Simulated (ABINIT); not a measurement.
Band structure of AlN (P6_3mc, 4 atoms in the cell).

```
AlN
1.0
    3.13485     0.00000     0.00000
   -1.56742     2.71486     0.00000
    0.00000     0.00000     5.02699
Al N
2 2
Direct
  0.66667   0.33333   0.49929
  0.33333   0.66667   0.99929
  0.66667   0.33333   0.88071
  0.33333   0.66667   0.38071
```

Method: PBE, norm-conserving pseudopotentials (PseudoDojo nc-sr-05 PBE standard) (plane waves; ABINIT).

Settings: pseudos = [Al.upf, N.upf]; ecut = 1143 eV; ixc = 11; occopt = 1; ngkpt = 12 12 7; nshiftk = 1; shiftk = 0 0 0; potentials = PseudoDojo nc-sr-05 PBE standard; kptopt = 1; nstep = 60; tolvrs1 = 1e-12; diemac = 4; ndtset = 2.

The starting cell comes from a database of computed structures (which also holds hypothetical and non-ambient phases and stackings), without a prior relaxation at this level. Its lattice was rescaled by a random factor within 2.5 % of one.

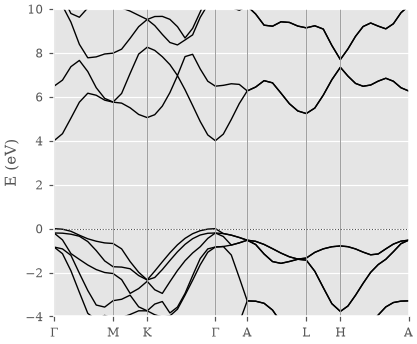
Fig. 1. Bands along the path, energies from the top of the valence band on the SCF mesh.

Read off roughly the gap and where its edges lie.

The gap along the path is about 4.0 eV (computed: 4.00 eV), direct at Γ to within 0.01 eV.

Levels in eV from the top of the valence band on the SCF mesh, bands 5 to 12:
```
point      5      6      7      8     9    10     11     12
-----  -----  -----  -----  -----  ----  ----  -----  -----
Γ      -0.84  -0.20  -0.20   0.00  4.00  6.49  10.40  11.02
M      -3.28  -2.04  -1.73  -0.68  5.76  5.76   7.99  10.10
K      -3.74  -2.40  -2.34  -2.34  5.06  8.26   9.52   9.52
A      -0.53  -0.53  -0.53  -0.53  6.27  6.27  10.13  10.13
L      -1.43  -1.43  -1.34  -1.34  5.24  5.24   9.14   9.14
H      -3.77  -3.77  -0.79  -0.79  7.35  7.35   7.70   7.70
```
